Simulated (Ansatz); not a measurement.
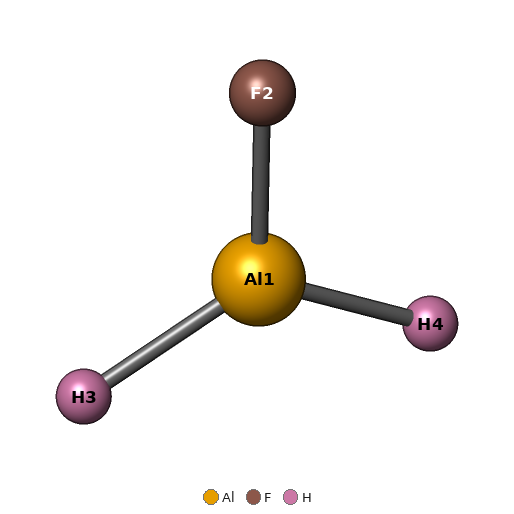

Harmonic vibrations computed with RKS PBE0-D4/def2-TZVP (Ansatz 0.2.0) at a stationary point of the same level.

Is this a minimum or a saddle point?

Answer. A minimum: no imaginary frequency, and the lowest mode lies at 550 cm⁻¹.

How many vibrational modes are there, and where do they lie?

Answer. 6 modes: 550, 624, 765, 846, 1964, 1976 cm⁻¹.
